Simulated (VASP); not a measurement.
Band structure of BeTe (space group F-43m). All values below come from LDA (Ceperley-Alder, Perdew-Zunger), VASP's LDA PAW potentials (set 64) (plane waves; VASP).

Unless said otherwise, spin-orbit coupling is left out, though it shifts the bands of the heavy elements here.

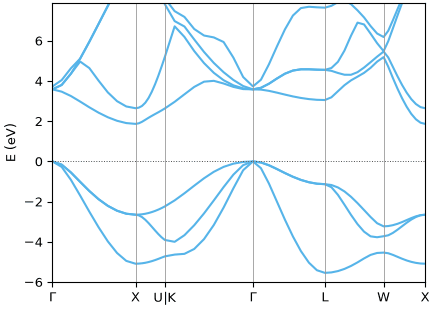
*Bands along high-symmetry lines, zero at the valence-band maximum or, without a gap, the Fermi level*

**Question.** Read the plot: is there a gap, and where are the band edges?

**Answer.** The gap is indirect, 1.87 eV, from the valence maximum at Γ to the conduction minimum at X.

The structure is a typed BeTe crystal (F-43m). The cell was not relaxed at this level.
